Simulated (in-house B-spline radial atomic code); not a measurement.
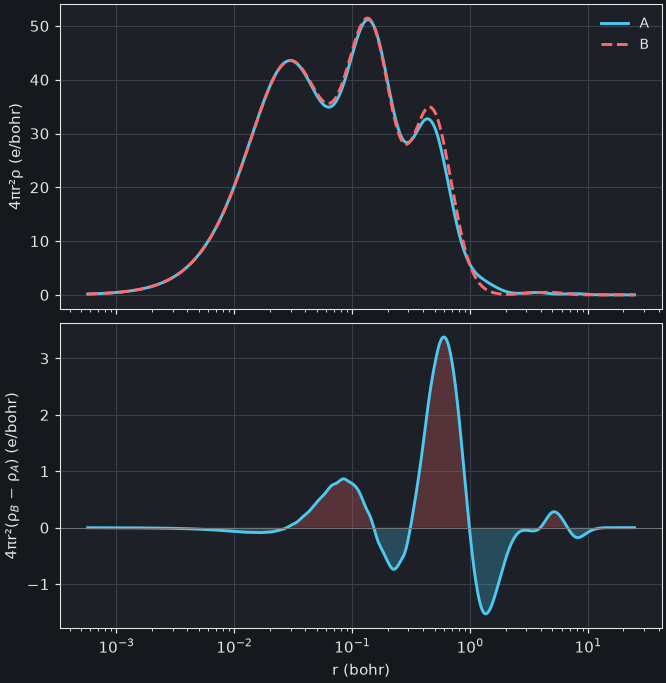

Br⁵⁺ (Z = 35, 30 electrons) was computed in two configurations: [Ar] 3d10 5d1 6p1 (open shells shared over both j by 2j + 1); [Ne] 3s2 3p4 3d10 4s2 5g1 6f1 (open shells shared over both j by 2j + 1). Computed with an in-house B-spline radial code: Dirac-Hartree-Fock, average of configuration, Fermi nucleus, basis-set limit.

The plot shows both radial densities and the radial density of run B less that of run A; on the logarithmic r axis, areas aren't charges.

Assign A and B and describe the change of the density.

Answer. A is [Ne] 3s2 3p4 3d10 4s2 5g1 6f1 (open shells shared over both j by 2j + 1); B is [Ar] 3d10 5d1 6p1 (open shells shared over both j by 2j + 1). B holds 1.9 electrons more than A where the difference is positive (most at r = 0.60 bohr) and 1.9 electrons fewer where it is negative (most at r = 1.4 bohr), with no net change. The energy of B less that of A is −405.2 eV.
